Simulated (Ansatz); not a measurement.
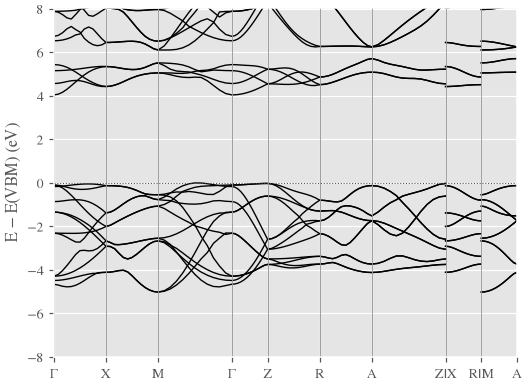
Figure. Band structure from PBE in the plane-wave PAW code Ansatz

Q: Read off the gap and where the band edges lie.

A: About 4.0 eV (4.04 eV by a search for the band edges); maximum on the M–Γ line, 53 % of the way from M, minimum at Γ.

The material is ZrO$_{2}$ in space group P4_2/nmc (No. 137; Zr on 2a, O on 4d).

This is a known high-temperature phase of the composition, computed here at zero pressure and temperature. The PBE relaxation kept the symmetry of its start; its stability against distortions is not shown here. No spin polarisation was allowed. Scalar-relativistic: spin–orbit coupling is off unless named, which matters more the heavier the elements.

Potentials: the earlier of the program's two PAW sets.
